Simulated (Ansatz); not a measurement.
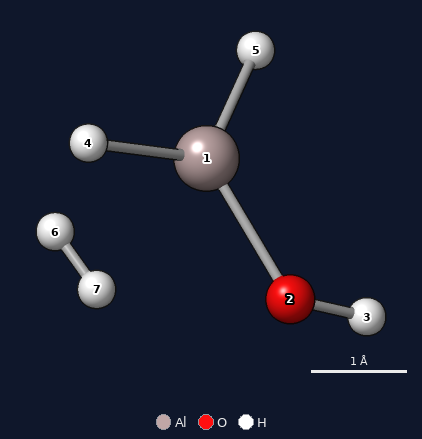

Figure 1. The starting structure (ball-and-stick view, seen at a tilt; atoms are numbered from 1 in the order of the input). Sticks mark near contacts.

**Run report: AlH₅O, nudged elastic band**

System: AlH₅O.
Method: RKS revPBE-D4/def2-SVP (Ansatz 0.2.0).

One setting was made poor on purpose. It belongs to a series of runs on one base structure; here: band between the two ends. Figures and captions count atoms from 1; the log counts them from 0 in places.

## Input
```yaml
crystal:
  periodic: [false, false, false]
  atoms:
    - { symbol: Al, position_ang: [-0.047402, -0.155932, 0.202151] }
    - { symbol: O, position_ang: [-0.04766, -0.606376, 1.877148] }
    - { symbol: H, position_ang: [-0.870445, -0.710111, 2.381273] }
    - { symbol: H, position_ang: [1.390813, -0.122357, -0.480602] }
    - { symbol: H, position_ang: [-1.42726, 0.074164, -0.578529] }
    - { symbol: H, position_ang: [0.1124, 2.337719, 0.525019] }
    - { symbol: H, position_ang: [0.128055, 2.030193, 1.22944] }
basis:
  gaussian: { orbitals: def2-SVP }
hamiltonian:
  xc: revpbe
  dispersion: d4
neb:
  order_check: false
  images: 3
  f_tol: 0.03
  max_iterations: 60
  climbing: true
  final_atoms:
    - { symbol: Al, position_ang: [0.04197884, 0.47489706, -0.15671935] }
    - { symbol: O, position_ang: [-0.01346108, 0.13113667, 1.89576504] }
    - { symbol: H, position_ang: [-0.84733675, -0.31448234, 2.14426757] }
    - { symbol: H, position_ang: [1.37488997, -0.29295303, -0.62137373] }
    - { symbol: H, position_ang: [-1.39010234, -0.21545902, -0.45662028] }
    - { symbol: H, position_ang: [0.08293521, 2.08729307, -0.03548684] }
    - { symbol: H, position_ang: [-0.01040286, 0.97686758, 2.38606759] }
  initial_path:
    images:
      - { positions_ang: [[-0.047402, -0.155932, 0.202151], [-0.04766, -0.606376, 1.877148], [-0.870445, -0.710111, 2.381273], [1.390813, -0.122357, -0.480602], [-1.42726, 0.074164, -0.578529], [0.1124, 2.337719, 0.525019], [0.128055, 2.030193, 1.22944]] }
      - { positions_ang: [[-0.02223004, -0.06658494, 0.09523279], [-0.02391186, -0.32373306, 1.99725152], [-0.88964829, -0.52335742, 2.41284584], [1.37293825, -0.03503308, -0.63489051], [-1.38708255, 0.05708122, -0.68600902], [0.09489206, 2.05278403, 0.57627179], [0.09354344, 1.68614324, 1.3951976]] }
      - { positions_ang: [[0.00294192, 0.02276213, -0.01168542], [-0.00016372, -0.04109012, 2.11735504], [-0.90885159, -0.33660383, 2.44441868], [1.35506349, 0.05229084, -0.78917902], [-1.34690511, 0.03999845, -0.79348905], [0.07738412, 1.76784905, 0.62752457], [0.05903189, 1.34209349, 1.56095519]] }
      - { positions_ang: [[0.02246038, 0.2488296, -0.08420238], [-0.0068124, 0.04502327, 2.00656004], [-0.87809417, -0.32554309, 2.29434313], [1.36497673, -0.12033109, -0.70527637], [-1.36850372, -0.08773028, -0.62505466], [0.08015967, 1.92757106, 0.29601887], [0.02431451, 1.15948053, 1.97351139]] }
      - { positions_ang: [[0.04197884, 0.47489706, -0.15671935], [-0.01346108, 0.13113667, 1.89576504], [-0.84733675, -0.31448234, 2.14426757], [1.37488997, -0.29295303, -0.62137373], [-1.39010234, -0.21545902, -0.45662028], [0.08293521, 2.08729307, -0.03548684], [-0.01040286, 0.97686758, 2.38606759]] }
```

Hardware: 1 thread of Arm Neoverse V1, 24 GiB of memory available, shared host.

Run as:
```bash
ansatz run input.yaml --threads 1 --pin off --max-ram 2048MiB --backend cpu --events-out ev --progress --plain --runs-dir out
```

## What the program printed
```
Engine: ansatz 0.2.0, aarch64-unknown-linux-gnu
Functional definition: revPBE
  parameter kappa = 1.245
  parameter beta = 0.06672455060314922
  exchange = pbe_x(kappa = kappa, mu = beta*pi^2/3)
  correlation = pbe_c(beta = beta)
626 factors; their error is unknown
mean field evaluation 1: about -8713.3303 eV, gradient 5.8e1 eV
mean field evaluation 2: about -8653.6667 eV, gradient 1.6e2 eV
mean field evaluation 4: about -8719.6256 eV, gradient 3.9e0 eV
mean field evaluation 8: about -8719.6896 eV, gradient 3.6e-2 eV
mean field evaluation 16: about -8719.6644 eV, gradient 2.6e-5 eV
mean field -8719.66442779 eV, -320.4417573203 hartree, gradient 2.6e-5 eV, S^2 0.000000; 0 other end points of the search recorded, 0 dependent functions left out
the calculation of the forces begins
reference -8719.66447226 eV, -320.4417589546 hartree; 13, 13 occupied and 44, 44 virtual orbitals, 626 factors
626 factors; their error is unknown
mean field -8719.37365659 eV, -320.4310716760 hartree, gradient 2.2e-5 eV, S^2 0.000000; 0 other end points of the search recorded, 0 dependent functions left out
[... from here on the field's lines of each further geometry are left out, up to the last ...]
NEB iter   1: max|band force component| = 2.665e0 eV/Å  barrier→ = 1.4016 eV  barrier← = 1.1143 eV  Δτ_max = 0.1983 Å  (113 SCF iters)
NEB iter   2: max|band force component| = 1.487e0 eV/Å  barrier→ = 0.8541 eV  barrier← = 0.5667 eV  Δτ_max = 0.1203 Å  (74 SCF iters)
NEB iter   3: max|band force component| = 5.359e-1 eV/Å  barrier→ = 0.7884 eV  barrier← = 0.5011 eV  Δτ_max = 0.0541 Å  (74 SCF iters)
NEB iter   4: max|band force component| = 4.089e-1 eV/Å  barrier→ = 0.7689 eV  barrier← = 0.4816 eV  CI = image 2  Δτ_max = 0.1165 Å  (75 SCF iters)
NEB iter   5: max|band force component| = 3.028e-1 eV/Å  barrier→ = 0.7882 eV  barrier← = 0.5008 eV  CI = image 2  Δτ_max = 0.0402 Å  (79 SCF iters)
NEB iter   6: max|band force component| = 1.284e-1 eV/Å  barrier→ = 0.7961 eV  barrier← = 0.5088 eV  CI = image 2  Δτ_max = 0.0140 Å  (75 SCF iters)
NEB iter   7: max|band force component| = 6.856e-2 eV/Å  barrier→ = 0.7942 eV  barrier← = 0.5069 eV  CI = image 2  Δτ_max = 0.0116 Å  (77 SCF iters)
NEB iter   8: max|band force component| = 3.595e-2 eV/Å  barrier→ = 0.7937 eV  barrier← = 0.5064 eV  CI = image 2  Δτ_max = 0.0140 Å  (71 SCF iters)
the calculation of the forces begins
reference -8719.26332404 eV, -320.4270170297 hartree; 13, 13 occupied and 44, 44 virtual orbitals, 626 factors
626 factors; their error is unknown
mean field evaluation 288: about -8718.8490 eV, gradient 2.1e-2 eV
mean field -8718.84898083 eV, -320.4117901975 hartree, gradient 8.4e-6 eV, S^2 0.000000; 1 other end points of the search recorded, 0 dependent functions left out
the calculation of the forces begins
reference -8718.84902658 eV, -320.4117918785 hartree; 13, 13 occupied and 44, 44 virtual orbitals, 626 factors
NEB iter   9: max|band force component| = 2.319e-2 eV/Å  barrier→ = 0.7935 eV  barrier← = 0.5061 eV  CI = image 2  Δτ_max = 0.0000 Å  (147 SCF iters)
```

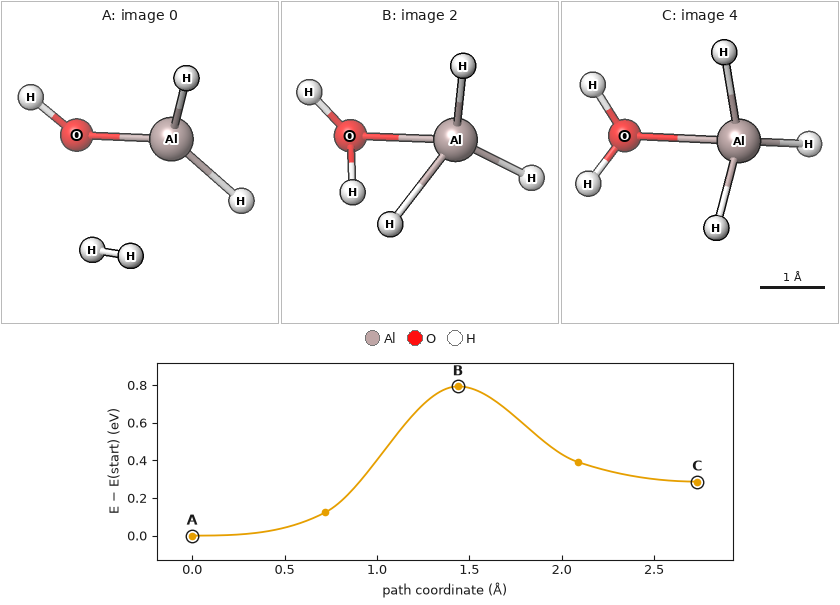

Figure 2. Images of the last band (counted from 0; ball-and-stick, seen at a tilt) above the energy along the path; the line is a cubic interpolation that uses the forces. The highest image is number 2, 0.793 eV above the start and 0.506 eV above the end (the climbing image); the end lies 0.287 eV above the start. The path is 2.73 Å long. The band converged in 9 iterations.

```
Total energy: -8719.09969815 eV, -320.4210038890 hartree
Atom 0 at     0.013699     0.225454    -0.003822 Å, force    -0.001050     0.009910    -0.009853 eV/Å
Atom 1 at     0.016096    -0.030411     1.894949 Å, force    -0.005690    -0.016231    -0.004657 eV/Å
Atom 2 at    -0.832899    -0.255775     2.322160 Å, force     0.006325    -0.004525     0.007452 eV/Å
Atom 3 at     1.419416    -0.107371    -0.673946 Å, force    -0.001559    -0.003428     0.002535 eV/Å
Atom 4 at    -1.421137    -0.035411    -0.659892 Å, force     0.002895    -0.003064     0.001166 eV/Å
Atom 5 at     0.046137     1.870397     0.732177 Å, force     0.007912    -0.006709    -0.006389 eV/Å
Atom 6 at    -0.002811     1.180417     1.544274 Å, force    -0.008833     0.024047     0.009746 eV/Å
Dipole moment:    -0.279505    -0.052592     0.296777 e Å
this run last wrote the band of iteration 9 to [file]
```

## The last band as extended XYZ (Å, eV, eV/Å)
```
7
Properties=species:S:1:pos:R:3:forces:R:3 image=0 energy=-8719.89312
Al   -0.0474   -0.1559    0.2022    0.0009  -0.0049  -0.0039
O    -0.0477   -0.6064    1.8771    0.0067  -0.0020  -0.0013
H    -0.8704   -0.7101    2.3813   -0.0057  -0.0010   0.0044
H     1.3908   -0.1224   -0.4806   -0.0051  -0.0009   0.0010
H    -1.4273    0.0742   -0.5785    0.0039   0.0013  -0.0011
H     0.1124    2.3377    0.5250   -0.0016   0.0025  -0.0002
H     0.1281    2.0302    1.2294    0.0010   0.0049   0.0011
7
Properties=species:S:1:pos:R:3:forces:R:3 image=1 energy=-8719.76980
Al   -0.0185   -0.0617    0.1256   -0.0274  -0.2114   0.0968
O    -0.0047   -0.3621    1.8551   -0.0096  -0.2655  -0.0312
H    -0.8393   -0.3579    2.3522    0.0020  -0.0961   0.0180
H     1.4015   -0.1020   -0.5965   -0.0146   0.0228   0.0497
H    -1.4142    0.0089   -0.6549    0.0040   0.0430   0.0014
H     0.0679    2.1085    0.7341    0.0090   0.1762   0.0198
H     0.0458    1.6136    1.3404    0.0367   0.3310  -0.1545
7
Properties=species:S:1:pos:R:3:forces:R:3 image=2 energy=-8719.09965
Al    0.0137    0.2255   -0.0038   -0.0010   0.0099  -0.0099
O     0.0161   -0.0304    1.8949   -0.0057  -0.0162  -0.0047
H    -0.8329   -0.2558    2.3222    0.0063  -0.0045   0.0075
H     1.4194   -0.1074   -0.6739   -0.0016  -0.0034   0.0025
H    -1.4211   -0.0354   -0.6599    0.0029  -0.0031   0.0012
H     0.0461    1.8704    0.7322    0.0079  -0.0067  -0.0064
H    -0.0028    1.1804    1.5443   -0.0088   0.0240   0.0097
7
Properties=species:S:1:pos:R:3:forces:R:3 image=3 energy=-8719.50099
Al    0.0304    0.3957   -0.1255    0.0071   0.1053  -0.0726
O     0.0082    0.0611    1.9196   -0.0140   0.0355   0.0118
H    -0.8423   -0.2435    2.2952   -0.0028  -0.0242  -0.0266
H     1.4001   -0.2249   -0.6753   -0.0106  -0.0409  -0.0067
H    -1.4051   -0.1554   -0.6017    0.0102  -0.0389   0.0213
H     0.0653    1.9629    0.3672    0.0132   0.0487  -0.1690
H    -0.0182    1.0514    1.9765   -0.0031  -0.0855   0.2420
7
Properties=species:S:1:pos:R:3:forces:R:3 image=4 energy=-8719.60578
Al    0.0420    0.4749   -0.1567    0.0026  -0.0083   0.0061
O    -0.0135    0.1311    1.8958    0.0138  -0.0042  -0.0197
H    -0.8473   -0.3145    2.1443   -0.0074   0.0009   0.0077
H     1.3749   -0.2930   -0.6214   -0.0031   0.0024   0.0016
H    -1.3901   -0.2155   -0.4566   -0.0022  -0.0015  -0.0030
H     0.0829    2.0873   -0.0355    0.0015   0.0064  -0.0006
H    -0.0104    0.9769    2.3861   -0.0052   0.0043   0.0078
```

## Summary

| quantity | value |
| --- | --- |
| outcome | converged |
| barrier, forward | 0.793 eV |
| barrier, backward | 0.506 eV |
| wall time | 34 s |
| peak memory | 0.098 GiB |

## Remarks

A deliberately poor setting: few images. The order of the saddle point was not checked.
